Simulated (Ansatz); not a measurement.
## Electronic structure of CH$_{2}$GaNO in real space

```xyz
6

N     1.3476   -2.2447    1.8915
C     0.7219   -1.4661    1.3192
Ga   -0.5096    1.6195   -1.5972
O    -0.9228    0.5618   -0.1643
H     0.1266   -0.7234    0.7729
H    -1.7709    0.5497    0.2988
```

At this geometry the atoms fall into two loosely joined parts.

Level of theory: RKS CAM-B3LYP/def2-SVP (Ansatz 0.2.0).

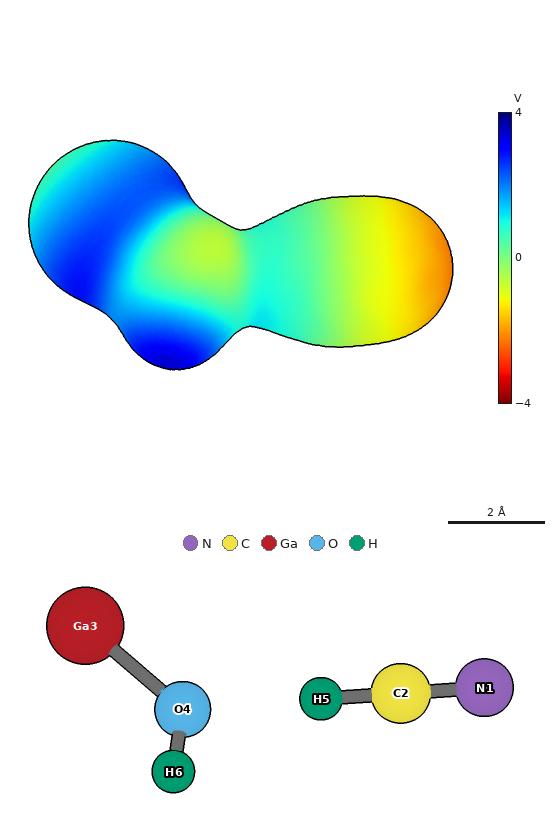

Figure 1. The molecular electrostatic potential painted on the density surface at 0.004 e/bohr³, seen at a tilt; the colour scale runs from red (negative) to blue (positive). The bare structure is drawn below in the same view.

### Describe the electrostatic potential map.

The most negative region (about −2.3 V) lies over N1, the most positive (about +3.3 V) over H6. N1 is the likeliest acceptor of a hydrogen bond.

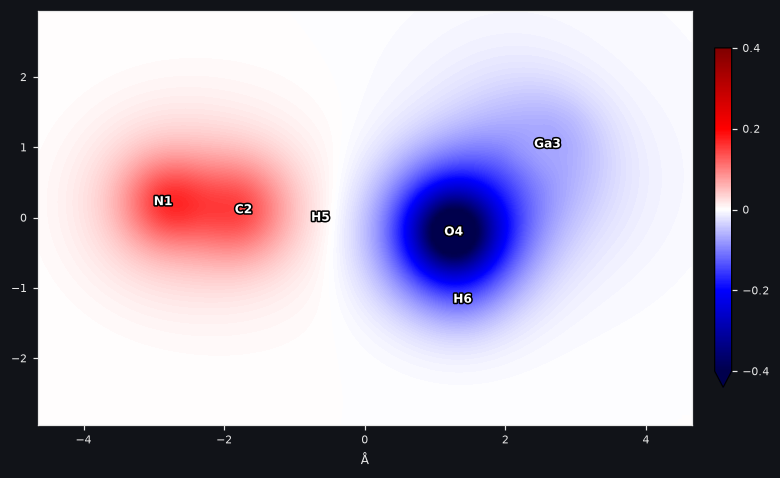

Figure 2. The HOMO−1 on a plane 0.8 Å above the molecular plane (values in Å⁻³ᐟ²; the overall sign is arbitrary).

### Where does this orbital lie, and at what energy?

By Hirshfeld shares it lies mainly on O4 (about 70 %), Ga3 (about 10 %) and N1 (about 10 %); it changes sign across the molecular plane (π type). Its energy is −10.73 eV.

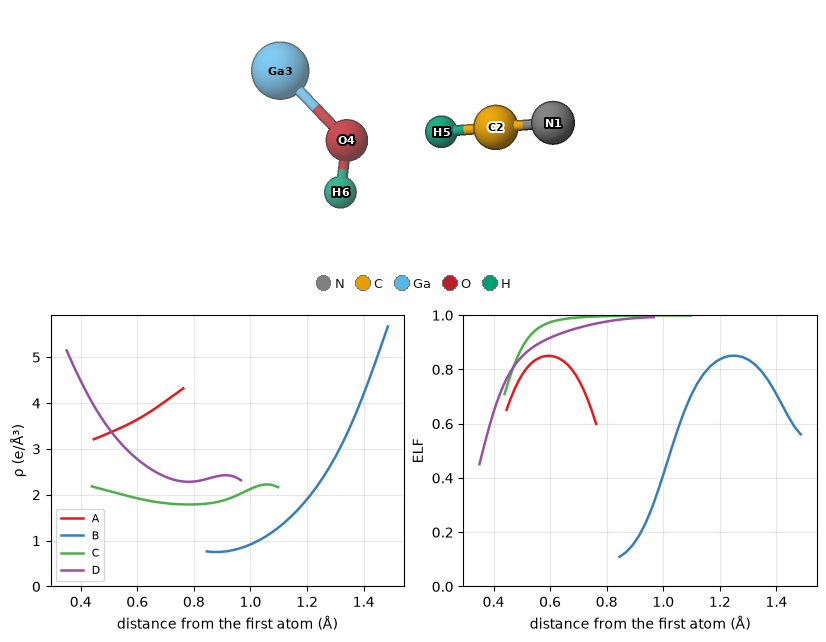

Figure 3. Electron density and electron localisation function along straight lines between neighbouring atoms. The curves leave out the atomic cores. The structure is drawn too.

### Which curve belongs to which contact (C–H, C–N, Ga–O and O–H)? The first atom named is at distance zero.

Curve A: C–N (1.15 Å): ρ at the midpoint is about 3.6 e/Å³; the ELF peaks at about 0.85 between the atoms: a short, multiple covalent bond. Curve B: Ga–O (1.83 Å): ρ is about 0.77 e/Å³ halfway; the ELF peaks at about 0.85 in the valence shell of O, 0.6 Å from its nucleus, and is about 0.20 at the midpoint. Curve C: C–H (1.10 Å): the density is about 2 e/Å³ at the midpoint; the ELF climbs to about 1 towards the hydrogen, as it does in any bond to H; a covalent bond by its length. Curve D: O–H (0.97 Å): ρ is about 3.6 e/Å³ halfway; the ELF climbs to about 1 towards the hydrogen; a covalent bond by its length.
